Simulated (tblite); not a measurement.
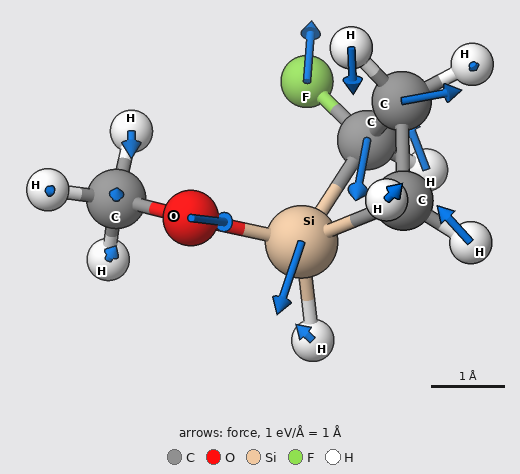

Starting geometry of C₄H₉FOSi with the computed forces as blue arrows. Style: ball-and-stick. Shown from a free direction.

All numbers below come from GFN2-xTB geometry optimisation, gas phase in tblite 0.8.0. 

> What follows when this structure is relaxed?

It isn't relaxed: the largest force vector, on a C atom, is 1.33 eV/Å. The final displacements have little in common with the starting forces (cosine between the two patterns 0.19). After 82 geometry steps the energy has fallen by 0.383 eV. The largest move after the best rigid fit is that of an H atom, 0.74 Å. Largest moves by element: H 0.74 Å, F 0.56 Å, C 0.34 Å, O 0.21 Å, Si 0.17 Å. Near-neighbour distances that change, for instance: O–Si 1.654 → 1.612 Å, C–F 1.358 → 1.390 Å, C–O 1.429 → 1.402 Å, C–Si 1.918 → 1.936 Å. Among the angles between lasting bonds that change: C–O–Si 118.4° → 130.5°, Si–C–H 110.7° → 118.4°, F–C–H 112.1° → 105.0°. Groups turn about C–C by about 25°, C–C by about 25°, C–Si by about 20°.
